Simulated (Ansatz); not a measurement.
System: BrClFH₄NOZr.

The calculation's input:

```
crystal:
  periodic: [false, false, false]
  atoms:
    - { symbol: Zr, position_ang: [-0.740756, 0.143646, -0.61445] }
    - { symbol: Cl, position_ang: [0.656897, -1.257485, 2.541104] }
    - { symbol: O, position_ang: [1.036648, 0.391031, 0.011944] }
    - { symbol: H, position_ang: [1.576333, 0.074076, 0.78255] }
    - { symbol: F, position_ang: [-1.089316, 1.074239, -2.228423] }
    - { symbol: "N", position_ang: [-1.059357, -1.805316, -0.942516] }
    - { symbol: H, position_ang: [-1.748976, -2.171693, -1.625354] }
    - { symbol: H, position_ang: [-0.604206, -2.603062, -0.448598] }
    - { symbol: Br, position_ang: [-2.371958, 0.98458, 1.322205] }
    - { symbol: H, position_ang: [-0.42531, -0.442115, 2.641538] }
basis:
  gaussian: { orbitals: def2-SVP }
hamiltonian:
  xc: lda
relax:
  f_tol: 0.03
  max_steps: 50
output:
  orbitals: {}
```

Launched as:

```sh
ansatz run input.yaml --threads 4 --pin off --max-ram 5120MiB --backend cpu --events-out ev --progress --plain --runs-dir out
```

The fields are those of the run's last geometry, not of the input's.

Core potentials replace the inner electrons of Zr.

Level of theory: RKS LDA/def2-SVP (Ansatz 0.2.0).

What can the converged electron density and electron localisation function tell about the bonding?

Answer. Zr–F (1.89 Å): ρ at the midpoint is about 0.98 e/Å³; the ELF peaks at about 0.85 in the valence shell of F, 0.5 Å from its nucleus, and drops to about 0.20 between the two atoms.
Zr–O (1.90 Å): ρ is about 0.96 e/Å³ halfway; the ELF peaks at about 0.80 in the valence shell of O, 0.6 Å from its nucleus, and drops to about 0.25 between the two atoms.
Zr–Cl (2.83 Å): the density is about 0.21 e/Å³ at the midpoint; the ELF peaks at about 0.85 in the valence shell of Cl, 0.8 Å from its nucleus, and is about 0.20 at the midpoint.

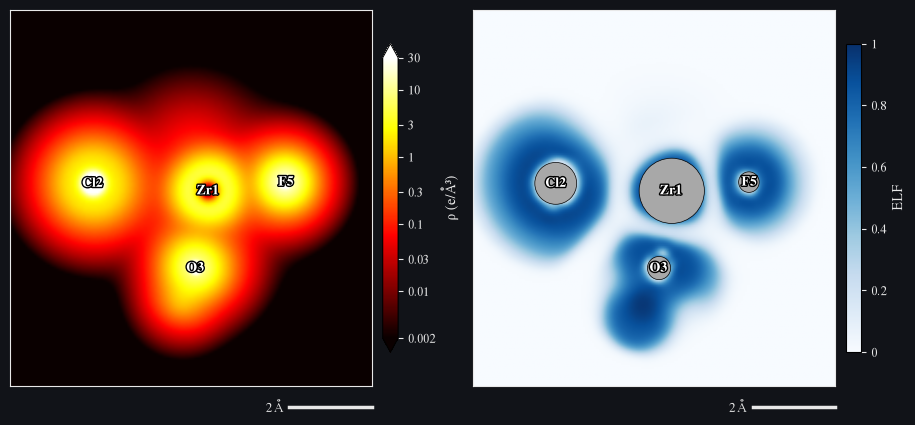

Computed electron density and electron localisation function on the plane of atoms O3, Zr1 and F5, in this order. Grey discs cover the atomic cores in the ELF map. 
